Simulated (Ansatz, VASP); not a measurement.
# Cross-check of V (V(110)) between VASP and Ansatz, part 2 of 3

One calculation is typed for both programs; each brings its own data sets and cutoff. How far apart do they land?

VASP 6.6.1 and Ansatz 0.2.0.

So far: The structure; VASP: single point, PBE.

### 3. Ansatz: single point, PBE

Level of this step: Ansatz beside VASP: Kohn-Sham DFT, plane waves, PBE (Ansatz).

Ansatz runs on its default PAW (the set named soft_2) files.

The same cell, functional, mesh and smearing now go to Ansatz, which takes its cutoff from its data sets.

File input.yaml:

```yaml
crystal:
  lattice:
    - [2.1354624792, -1.51, 0.0]
    - [2.1354624792, 1.51, 0.0]
    - [0.0, 0.0, 30.8127748751]
  atoms:
    - { symbol: V, position: [0.0, 0.0, 0.2920866438], spin: 2.0 }
    - { symbol: V, position: [0.5, 0.5, 0.3613910959], spin: 2.0 }
    - { symbol: V, position: [0.0, 0.0, 0.4306955479], spin: 2.0 }
    - { symbol: V, position: [0.5, 0.5, 0.5], spin: 2.0 }
    - { symbol: V, position: [0.0, 0.0, 0.5693044521], spin: 2.0 }
    - { symbol: V, position: [0.5, 0.5, 0.6386089041], spin: 2.0 }
    - { symbol: V, position: [0.0, 0.0, 0.7079133562], spin: 2.0 }
hamiltonian:
  xc: pbe
  pseudopotentials: { kind: paw }
magnetization:
  spin_polarized: true
kpoints:
  mp_grid: { grid: [10, 10, 1] }
scf:
  occupations: { method: methfessel_paxton, width: 0.02 }
  n_extra_bands: 14
efield:
  axis: 3
  dipole_correction: true
  ramp_width: 0.04
output:
  forces: true
  eigenvalues: true
```

The run is started by

```sh
$ ansatz run input.yaml --threads 4 --pin off --max-ram 9216MiB --backend cpu --events-out ev --progress --plain --runs-dir out
```

Numbers of over 12 decimals in the logs are rounded to 6 here.

Output:

```text
Warning: the band count 60 (scf.n_extra_bands) hosts the net moment |M| = 14.0000 μB (N_el = 91) but caps the reachable moment at 2·n_bands − N_el = 29.0000 μB, below the 63 bands that the automatic rule leaves for it — a moment growing past the seed, or the majority channel's smearing tail, pins there with fewer empty majority states than that count leaves; raise or omit scf.n_extra_bands unless the cap is intended
scf.n_extra_bands = 14 over 46 filled bands (N_el = 91.0): the run solves 60 bands
Engine: ansatz 0.2.0, x86_64-unknown-linux-gnu
Pseudopotentials: kind: paw
Pseudopotential: V, paw, valence charge 13, recommended cutoff 420 eV (normal), V.paw.azcp
Functional definition: PBE
  parameter kappa = 0.804
  parameter beta = 0.066725
  exchange = pbe_x(kappa = kappa, mu = beta*pi^2/3)
  correlation = pbe_c(beta = beta)
Crystal: 7 atoms, lattice volume = 198.715 Å³
Basis set: ecut = 420 eV, 3845 PW (Γ), exchange–correlation on 36×36×432 points (8 copies of the dense FFT grid, shifted against one another)
Bands: 60, of which v1, the nominal top of the filled ones, is band 46 counted from 1 (45 counted from 0)
Symmetry: 4 space group operations
k-points: 31 of 100
Non-local potential: V, projectors of the file, l = 0: 3, l = 1: 2, l = 2: 3, l = 3: 1
PAW form: soft (Blöchl's): semilocal exchange-correlation on the pseudo side does not see the compensation charge
PAW one-centre angular grid: V, 590 points (default); XC on 64 Gauss nodes
Initial density: superposition of atomic densities (neutral atoms: chi_scale 0, normalization atom)
Starting moments: Σ|m| = 14 μB on 7 of 7 sites
Initial wavefunctions: pseudopotential atomic-orbital guess
Functional: x = pbe(κ = 0.804, μ = 0.219515), c = pbe(β = 0.066725)
SCF iter   1: F=—  HF=-20392.077041 eV  |F-HF|=—  |Δ(HF+E_count)|=         —  Δρ=1.11e-1 (↑1.11e-1 ↓7.03e-2)  dr2=6.98e1  dr2_m=1.38e1  M=1.890 μB ∫|m|=2.216 μB  β_m=0.35  ethr=3.10e-3  p=0.000 e·Å  D=3.95e-13 V/Å  ΔV_dip=-0.00 eV  dr2_dipole=3.61e-10  V_vac-E_F(+/−)=8.52/8.52 eV  ⟨swp⟩=8.9  Hψ=17818  notcnv=0
Mixer restart at iter 1: flushing history
efield: sawtooth ramp at fractional position 0.9800 (placed from the atoms, in the widest stretch of the axis that holds none; the zero of the levels goes with the place), width 0.0400; the density the first Hamiltonian is built on has a dipole p = 0.000 e·Å; the dipole correction subtracts the counter field D = 3.95e-13 V/Å, which shifts the + side's vacuum level by -0.00 eV against the − side's; the planar-averaged density in the ramp window peaks in size at 2.9e-6 e/Å³
preconditioner: auto → LDOS  [metal: Δε(μ)=0.004 eV  Ē_g=4.239 eV  σ=0.020 eV  W_gap=0.12  n_scr=22 (ndim 8)  ℏωp=15.6 eV  f_vac=0.456  D(μ)=7.44/eV (n_scr^D=44)]
spin=Collinear: LDOS preconditioning applied to the charge; magnetization (m = ρ↑ − ρ↓) channel mixes plain (no charge-response kernel on spin).
SCF iter   2: F=—  HF=-20385.060326 eV  |F-HF|=—  |Δ(HF+E_count)|=    7.02e0  Δρ=6.15e-2 (↑6.15e-2 ↓5.44e-2)  dr2=1.75e1  dr2_m=5.82e0  M=2.106 μB ∫|m|=2.318 μB  β_m=0.50  ethr=3.10e-3  p=-0.000 e·Å  D=-1.99e-7 V/Å  ΔV_dip=0.00 eV  dr2_dipole=9.63e-8  V_vac-E_F(+/−)=6.83/6.83 eV  ⟨swp⟩=3.4  Hψ=8269  notcnv=0  defer=344
density mixer auto → msr1: a metal under ldos (density of states about μ 3.28 of a free-electron gas's, 22 screened modes)
SCF iter   3: F=—  HF=-20385.052721 eV  |F-HF|=—  |Δ(HF+E_count)|=   7.60e-3  Δρ=2.57e-2 (↑2.57e-2 ↓1.89e-2)  dr2=4.76e0  dr2_m=8.63e-1  M=0.680 μB ∫|m|=0.861 μB  β_m=0.58  ethr=3.10e-3  p=-0.000 e·Å  D=-4.99e-6 V/Å  ΔV_dip=0.00 eV  dr2_dipole=2.10e-9  V_vac-E_F(+/−)=4.23/4.23 eV  ⟨swp⟩=3.7  Hψ=6947  notcnv=0  defer=338
SCF iter   4: F=—  HF=-20384.841080 eV  |F-HF|=—  |Δ(HF+E_count)|=   2.12e-1  Δρ=1.42e-2 (↑1.42e-2 ↓1.26e-2)  dr2=7.23e-1  dr2_m=3.12e-1  M=0.480 μB ∫|m|=0.616 μB  β_m=0.79  ethr=3.10e-3  p=-0.000 e·Å  D=-7.19e-7 V/Å  ΔV_dip=0.00 eV  dr2_dipole=5.49e-10  V_vac-E_F(+/−)=4.59/4.59 eV  ⟨swp⟩=2.3  Hψ=4851  notcnv=0  defer=303
SCF iter   5: F=—  HF=-20384.818563 eV  |F-HF|=—  |Δ(HF+E_count)|=   2.25e-2  Δρ=4.20e-3 (↑4.20e-3 ↓1.50e-3)  dr2=6.22e-2  dr2_m=7.71e-3  M=0.139 μB ∫|m|=0.210 μB  β_m=0.72  ethr=7.94e-4  p=-0.000 e·Å  D=-1.50e-5 V/Å  ΔV_dip=0.00 eV  dr2_dipole=3.47e-7  V_vac-E_F(+/−)=4.77/4.77 eV  ⟨swp⟩=2.5  Hψ=5219  notcnv=0  defer=302
SCF iter   6: F=—  HF=-20384.811009 eV  |F-HF|=—  |Δ(HF+E_count)|=   7.55e-3  Δρ=1.42e-3 (↑7.85e-4 ↓1.42e-3)  dr2=5.09e-3  dr2_m=1.69e-3  M=0.111 μB ∫|m|=0.168 μB  β_m=0.78  ethr=6.83e-5  p=-0.000 e·Å  D=-1.69e-6 V/Å  ΔV_dip=0.00 eV  dr2_dipole=8.19e-11  V_vac-E_F(+/−)=4.83/4.83 eV  ⟨swp⟩=3.4  Hψ=8011  notcnv=0  defer=298
SCF iter   7: F=—  HF=-20384.811137 eV  |F-HF|=—  |Δ(HF+E_count)|=   1.29e-4  Δρ=5.72e-4 (↑5.72e-4 ↓5.62e-4)  dr2=2.70e-3  dr2_m=5.22e-4  M=0.073 μB ∫|m|=0.112 μB  β_m=0.80  ethr=5.59e-6  p=-0.000 e·Å  D=-3.13e-6 V/Å  ΔV_dip=0.00 eV  dr2_dipole=2.16e-9  V_vac-E_F(+/−)=4.81/4.81 eV  ⟨swp⟩=3.4  Hψ=7388  notcnv=0  defer=301
[...]
SCF iter  23: F=—  HF=-20384.810267 eV  |F-HF|=—  |Δ(HF+E_count)|=   2.30e-8  S|Δr|=    0.00e0  Δρ=2.29e-6 (↑1.97e-6 ↓2.29e-6)  dr2=2.14e-8  dr2_m=2.61e-9  M=-0.000 μB ∫|m|=0.001 μB  β_m=0.81  ethr=4.48e-11  p=0.000 e·Å  D=3.19e-9 V/Å  ΔV_dip=-0.00 eV  dr2_dipole=1.47e-11  V_vac-E_F(+/−)=4.84/4.84 eV  ⟨swp⟩=4.0  Hψ=9526  notcnv=0
SCF iter  24: F=—  HF=-20384.810267 eV  |F-HF|=—  |Δ(HF+E_count)|=   2.59e-9  S|Δr|=    0.00e0  Δρ=9.36e-7 (↑7.32e-7 ↓9.36e-7)  dr2=1.44e-8  dr2_m=3.82e-10  M=0.000 μB ∫|m|=0.000 μB  β_m=0.73  ethr=2.36e-11  p=0.000 e·Å  D=1.45e-9 V/Å  ΔV_dip=-0.00 eV  dr2_dipole=1.64e-13  V_vac-E_F(+/−)=4.84/4.84 eV  ⟨swp⟩=3.0  Hψ=7881  notcnv=0
SCF iter  25: F=—  HF=-20384.810267 eV  |F-HF|=—  |Δ(HF+E_count)|=  5.35e-10  S|Δr|=    0.00e0  Δρ=6.07e-7 (↑5.31e-7 ↓6.07e-7)  dr2=3.19e-9  dr2_m=2.55e-10  M=0.000 μB ∫|m|=0.000 μB  β_m=0.72  ethr=1.59e-11  p=0.000 e·Å  D=1.22e-9 V/Å  ΔV_dip=-0.00 eV  dr2_dipole=9.41e-13  V_vac-E_F(+/−)=4.84/4.84 eV  ⟨swp⟩=2.1  Hψ=6800  notcnv=0
SCF iter  26: F=—  HF=-20384.810267 eV  |F-HF|=—  |Δ(HF+E_count)|=  6.48e-10  S|Δr|=    0.00e0  Δρ=3.44e-7 (↑3.33e-7 ↓3.44e-7)  dr2=4.73e-11  dr2_m=1.97e-10  M=0.000 μB ∫|m|=0.000 μB  β_m=0.86  ethr=3.50e-12  p=0.000 e·Å  D=1.45e-9 V/Å  ΔV_dip=-0.00 eV  dr2_dipole=1.71e-13  V_vac-E_F(+/−)=4.84/4.84 eV  ⟨swp⟩=2.0  Hψ=6806  notcnv=0
SCF iter  27: F=—  HF=-20384.810267 eV  |F-HF|=—  |Δ(HF+E_count)|=  9.24e-10  S|Δr|=    0.00e0  Δρ=2.88e-7 (↑2.66e-7 ↓2.88e-7)  dr2=9.51e-11  dr2_m=1.20e-10  M=0.000 μB ∫|m|=0.000 μB  β_m=0.93  ethr=1.00e-12  p=-0.000 e·Å  D=-1.67e-9 V/Å  ΔV_dip=0.00 eV  dr2_dipole=2.10e-12  V_vac-E_F(+/−)=4.84/4.84 eV  ⟨swp⟩=2.0  Hψ=6758  notcnv=0
SCF iter  28: F=—  HF=-20384.810267 eV  |F-HF|=—  |Δ(HF+E_count)|=  2.95e-10  S|Δr|=    0.00e0  Δρ=2.84e-7 (↑2.22e-7 ↓2.84e-7)  dr2=1.38e-10  dr2_m=9.41e-11  M=0.000 μB ∫|m|=0.000 μB  β_m=0.97  ethr=1.00e-12  p=0.000 e·Å  D=3.57e-10 V/Å  ΔV_dip=-0.00 eV  dr2_dipole=1.98e-12  V_vac-E_F(+/−)=4.84/4.84 eV  ⟨swp⟩=2.0  Hψ=6448  notcnv=0
SCF iter  29: F=-20384.810267 eV  HF=-20384.810267 eV  |F-HF|=4.73e-11  |Δ(HF+E_count)|=  3.27e-10  S|Δr|=    0.00e0  Δρ=2.38e-7 (↑2.38e-7 ↓1.76e-7)  dr2=1.94e-10  dr2_m=5.43e-11  M=0.000 μB ∫|m|=0.000 μB  ethr=1.00e-12  p=-0.000 e·Å  D=-8.45e-10 V/Å  ΔV_dip=0.00 eV  dr2_dipole=3.40e-13  V_vac-E_F(+/−)=4.84/4.84 eV  ⟨swp⟩=2.0  Hψ=6771  notcnv=0
SCF 1 converged in 29 iterations: F = -20384.810267 eV  dr2 = 1.94e-10
  greatest PAW one-centre occupation: 1.000 electrons in one spin orbital (limit 2), on the V atom at site 5 (counted from 0), in its partial waves of l = 0
WARN: the starting moments were not kept: the SCF closed with an absolute magnetisation of 3.3e-4 μB, where they sum to 14 μB in size (7 sites). That is at most 0.1 of that sum. Measured as dr2_m measures the in/out step, that magnetisation stands 1.0e-8 eV from none, at or under the dr2_threshold of 1.0e-7 eV: it is no larger than a step whose dr2_m would equal this threshold. The system may hold no moment; this SCF [...]
this state was not tested for a lower state beside it, because cold or Methfessel-Paxton smearing, or corrected tetrahedra, fill the levels in a way that the test cannot read (fill_not_monotonic; see scf.lower_state_search)
SCF converged after 29 iterations
Magnetization: 0.0000 μB (45.5000 up, 45.5000 down)
Absolute magnetization: 0.0003 μB (∫|ρ↑−ρ↓|, with the PAW one-centre terms)
Spin contamination: 0.0000 ħ² per cell (⟨S²⟩ above its minimum at these occupations)
Per-site moments (μB) at R_I (Å): [(7.596454927071111e-5, 1.078851), (3.161726705648617e-5, 1.078851), (1.945767273123575e-5, 1.078851), (-8.174557795770954e-6, 1.078851), (9.451831425796027e-6, 1.078851), (-6.133187905537718e-5, 1.078851), (-3.629891017175765e-5, 1.078851)]
Free energy (F): -20384.810267 eV
Harris-Foulkes:  -20384.810267 eV  (|F-HF|=4.73e-11)
Internal energy: -20384.810566 eV  (E = F + TS)
E sigma→0 (E₀):  -20384.810342 eV
Entropy (-TS):   0.000298 eV (0.043 meV/atom)
Fermi energy:    5.476190 eV
Dipole field:    D = -0.000001 V/Å  (p = -0.000001 e·Å, saw-weighted, corrected)
Work function:   Φ+ = 4.8351 eV   Φ− = 4.8350 eV
Levels:          The Fermi level and band energies are counted from a zero that moves with the ramp; work functions are not
--- Per-component energies (eV) ---
  E_band       = -2022.386448
  E_kinetic    = 2344.792886
  E_local      = -166611.330772  (includes V_loc(G=0)·N_el)
  E_nonlocal   = -317.384447
  E_hartree    = 82548.291396
  E_xc         = -908.679142
  E_vxc        = -1151.531331  (∫ρ·V_xc dr)
  E_paw        = -7788.622867  (= ΣΔE_a)
  E_vpaw       = -1383.517150  (= ΣTr[D̂ρ^β])
  E_aug_tail   = 0.001865  (compensation charges beyond the density's cutoff)
  E_efield     = 0.000000  (sawtooth field / dipole correction)
  E_vefield    = 0.000000  (∫n·V_field dr)
  E_ewald      = 70348.120515
  E_smearing   = 0.000298  (= −TS)
  E_closure    = 0.000000  (closes the sum)
  Σ components = -20384.810267   (vs F -20384.810267, Δ=0.00e0)
--- Forces (eV/Å), atoms counted from 1 ---
  atom   1  V      0.00000000     0.00000000     0.56873228
  atom   2  V      0.00000000     0.00000000    -0.35584138
  atom   3  V      0.00000000     0.00000000    -0.13302836
  atom   4  V      0.00000000     0.00000000    -0.00000010
  atom   5  V      0.00000000     0.00000000     0.13302863
  atom   6  V      0.00000000     0.00000000     0.35584146
  atom   7  V      0.00000000     0.00000000    -0.56873267
  max |Σ_I F_I| component: 1.54e-7 eV/Å
--- Band table (eV; the first three rows and the last of 62) ---
  k-point 0 ↑: bands = [... 42 lower, 5.5536, 5.5611, 5.6387, 5.7360, 5.7748, 5.8208, 5.9516, 6.2181, ... 10 higher]
  k-point 1 ↑: bands = [... 42 lower, 5.3870, 5.4055, 5.5200, 5.6456, 5.6878, 5.8226, 5.9444, 6.0196, ... 10 higher]
  k-point 2 ↑: bands = [... 42 lower, 5.0921, 5.2247, 5.2494, 5.3216, 5.3500, 5.4369, 5.5276, 6.4260, ... 10 higher]
  k-point 30 ↓: bands = [... 42 lower, 5.4423, 5.8116, 6.2315, 6.9512, 6.9826, 7.0656, 7.1355, 7.2716, ... 10 higher]
```

Elapsed: 36 s, on 4 threads of AMD EPYC 9R14 (Zen 4), shared host; peak memory 0.98 GiB.

In the SCF lines HF is the Harris–Foulkes energy and dr2 the Hartree energy of the density residual, in eV; the loop may stop once dr2 is under the threshold and the program's other checks hold. Hψ counts applications of the Hamiltonian.

### 4. Differences

Known differences besides the PAW data sets themselves: the data sets hold 91 valence electrons in Ansatz (default PAW (the set named soft_2) files) and 35 in VASP; the cutoff is 420 eV in Ansatz and 350 eV in VASP (PREC = Normal); VASP leaves aspherical gradient terms in its spheres out (LASPH is not set), Ansatz keeps them. Total energies have different zeros and are not compared.

The two programs side by side:

| quantity | Ansatz | VASP | difference |
| --- | --- | --- | --- |
| work function, lower of the two faces (eV) | 4.84 | 4.80 | +0.04 |
| work function, higher of the two faces (eV) | 4.84 | 4.80 | +0.04 |

Forces (eV/Å; atoms numbered as in POSCAR):

```
atom        Ansatz x, y, z          VASP x, y, z
  V1   0.000, 0.000, 0.569   0.000, 0.000, 0.695
  V2  0.000, 0.000, -0.356  0.000, 0.000, -0.350
  V3  0.000, 0.000, -0.133  0.000, 0.000, -0.132
  V4   0.000, 0.000, 0.000   0.000, 0.000, 0.000
  V5   0.000, 0.000, 0.133   0.000, 0.000, 0.132
  V6   0.000, 0.000, 0.356   0.000, 0.000, 0.350
  V7  0.000, 0.000, -0.569  0.000, 0.000, -0.695
```

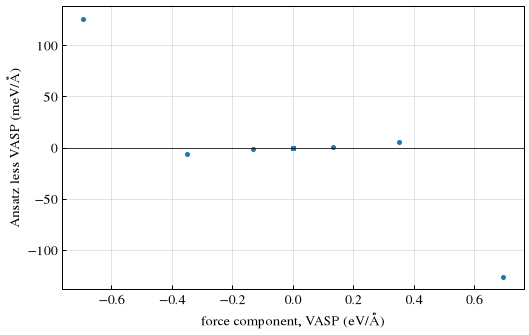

Difference of the force components against their size.

The forces differ by 39 meV/Å r.m.s., which is 16.0 % of the r.m.s. force of 0.24 eV/Å (both taken over all components).

### 5. Further runs

The difference is large enough to ask for its cause, so further runs change the set-up of one program at a time, as the table lists.

```csv
run,r.m.s. force difference (% of the r.m.s. force)
as above,16
Ansatz's larger PAW set (cutoff 930 eV),16
norm-conserving potentials (cutoff 1143 eV),16
```

### 6. Ansatz: single point, LDA

A single point gives forces, pressure and levels at one fixed geometry, so differences don't come from the geometry; what else differs is listed under the comparison.

Edit input.yaml of step 3 so:

```diff
@@ -14,3 +14,3 @@
 hamiltonian:
-  xc: pbe
+  xc: lda
   pseudopotentials: { kind: paw }
@@ -21,3 +21,3 @@
 scf:
-  occupations: { method: methfessel_paxton, width: 0.02 }
+  occupations: { method: methfessel_paxton, width: 0.1 }
   n_extra_bands: 14
@@ -30 +30,5 @@
   eigenvalues: true
+  write_density: true
+  write_potential: true
+  elf: true
+  volumetric_format: npy
```

Output:

```text
[...]
Crystal: 7 atoms, lattice volume = 198.715 Å³
Basis set: ecut = 420 eV, 3845 PW (Γ)
Bands: 60, of which v1, the nominal top of the filled ones, is band 46 counted from 1 (45 counted from 0)
Symmetry: 4 space group operations
k-points: 31 of 100
[...]
k-point 1 ↑: bands = [... 42 lower, 5.1186, 5.1362, 5.2295, 5.3558, 5.3960, 5.5890, 5.6541, 5.7306, ... 10 higher]
  k-point 2 ↑: bands = [... 42 lower, 4.8028, 4.9589, 4.9611, 5.0427, 5.1051, 5.1480, 5.2447, 6.1342, ... 10 higher]
  k-point 30 ↓: bands = [... 42 lower, 5.1582, 5.5553, 5.9494, 6.6563, 6.6986, 6.7845, 6.8592, 6.9681, ... 10 higher]
[key lines of the parts left out:]
SCF converged after 20 iterations
Magnetization: 0.0000 μB (45.5000 up, 45.5000 down)
Free energy (F): -20020.304569 eV
Fermi energy:    5.193609 eV
Dipole field:    D = -0.000000 V/Å  (p = -0.000000 e·Å, saw-weighted, corrected)
Work function:   Φ+ = 5.0573 eV   Φ− = 5.0573 eV
```

Wall time 38 s (4 threads); peak memory 0.97 GiB; 2.4 min of CPU time.

For the work function top, step 4 gave 4.84 eV; this run, with LDA and smearing width 0.1 eV, gives 5.06 eV (+5 %).

### 7. VASP: single point, LDA

The same cell, functional (in two slightly different forms), mesh and smearing now go to VASP, with its own data sets and cutoff.

File INCAR:

```
SYSTEM = V
PREC = Normal
ENCUT = 350
EDIFF = 1E-06
NELM = 120
ISMEAR = 1
SIGMA = 0.1
LREAL = .FALSE.
ALGO = Normal
GGA = CA
NBANDS = 28
ISPIN = 2
MAGMOM = 2 2 2 2 2 2 2
LMAXMIX = 4
LORBIT = 11
LWAVE = .FALSE.
LCHARG = .FALSE.
KPAR = 4
IDIPOL = 3
LDIPOL = .TRUE.
DIPOL = 0.5 0.5 0.5
LVHAR = .TRUE.
LVACPOTAV = .TRUE.
```

File POSCAR:

```
V
1.0
    2.1354624792     -1.5100000000      0.0000000000
    2.1354624792      1.5100000000      0.0000000000
    0.0000000000      0.0000000000     30.8127748751
V
7
Direct
    0.0000000000      0.0000000000      0.2920866438
    0.5000000000      0.5000000000      0.3613910959
    0.0000000000      0.0000000000      0.4306955479
    0.5000000000      0.5000000000      0.5000000000
    0.0000000000      0.0000000000      0.5693044521
    0.5000000000      0.5000000000      0.6386089041
    0.0000000000      0.0000000000      0.7079133562
```

File KPOINTS:

```
Automatic mesh
0
Gamma
10 10 1
0 0 0
```

Potentials, in the order of the species: V (PBE family, release 64).

The run is started by

```sh
$ mpirun -np 4 vasp_std
```

Output:

```text
[banner, memory and clock lines left out]
running    4 mpi-ranks, on    1 nodes
[...]
|                                                                             |
|               ----> ADVICE to this user running VASP <----                  |
|                                                                             |
|     You enforced a specific xc type in the INCAR file but a different       |
|     [... a line on the potential file left out ...]
|     I HOPE YOU KNOW WHAT YOU ARE DOING!                                     |
|                                                                             |

 LDA part: xc-table for (Slater(with rela. corr.)+CA(PZ))
 , standard interpolation
 POSCAR, INCAR and KPOINTS ok, starting setup
[...]
entering main loop
       N       E                     dE             d eps       ncg     rms          rms(c)
DAV:   1     0.216579545576E+03    0.21658E+03   -0.95978E+03  3480   0.900E+02
DAV:   2    -0.432840347971E+02   -0.25986E+03   -0.24454E+03  3488   0.249E+02
DAV:   3    -0.747012096050E+02   -0.31417E+02   -0.28594E+02  5340   0.106E+02
DAV:   4    -0.769950766831E+02   -0.22939E+01   -0.22264E+01  5484   0.383E+01
[...]
DAV:  40    -0.667496308491E+02   -0.64403E-05   -0.28185E-06  3628   0.130E-02    0.586E-02
DAV:  41    -0.667496334885E+02   -0.26393E-05   -0.11547E-06  2836   0.740E-03    0.527E-02
DAV:  42    -0.667496338304E+02   -0.34193E-06   -0.73105E-07  2672   0.620E-03
 [... a notice as in an earlier step ...]

   1 F= -.66749634E+02 E0= -.66749198E+02  d E =-.130891E-02  mag=    -0.0037
```

From OUTCAR (step 7):

```text
  Total      -14.4483212    -12.9193046    -11.1440100      0.0000000      0.0000000      0.0000000
  in kB     -116.4925820   -104.1645691    -89.8508883      0.0000000      0.0000000      0.0000000
  external PRESSURE =    -103.5026798 kB  Pullay stress =       0.0000000 kB

 POSITION                                       TOTAL-FORCE (eV/Angst)
 -----------------------------------------------------------------------------------
      0.00000      0.00000      9.00000        -0.000000      0.000000      1.136779
      2.13546      0.00000     11.13546         0.000000      0.000000     -0.373003
      0.00000      0.00000     13.27092        -0.000000      0.000000     -0.083054
      2.13546      0.00000     15.40639        -0.000000      0.000000      0.000000
      0.00000      0.00000     17.54185        -0.000000      0.000000      0.083054
      2.13546      0.00000     19.67731         0.000000      0.000000      0.373003
      0.00000      0.00000     21.81277        -0.000000      0.000000     -1.136779
 -----------------------------------------------------------------------------------
    total drift:                                0.000000      0.000000      0.000000

  FREE ENERGIE OF THE ION-ELECTRON SYSTEM (eV)
  ---------------------------------------------------
  free  energy   TOTEN  =       -66.7496338304 eV

  energy  without entropy=      -66.7483249208  energy(sigma->0) =      -66.74919753

 magnetization (x)
# of ion       s       p       d       tot
------------------------------------------
    1       -0.000  -0.000  -0.001  -0.001
    2        0.000   0.000   0.000   0.000
    3       -0.000  -0.000  -0.001  -0.001
    4       -0.000  -0.000  -0.000  -0.000
    5       -0.000  -0.000  -0.001  -0.001
    6        0.000   0.000   0.000   0.000
    7       -0.000  -0.000  -0.001  -0.001
--------------------------------------------------
tot         -0.000  -0.000  -0.003  -0.003

[... 2 parts as in an earlier step ...]

[... 1 further part left out ...]
[key lines of the parts left out:]
E-fermi :   0.2725
```

(Part 2 of 3 ends here.)

[Lines on the potential files, build, host, timing and source positions are cut from VASP's logs without a mark.]

[Logs are printed without paths, hosts, clocks, repeated set-up lines and the standing remarks that a program may print on its own settings, such as how far it seeks lower states.]

[Hosts, paths, dates, database ids (printed as entryN), source tags and the programs' standing remarks are cut or masked in the printed files.]
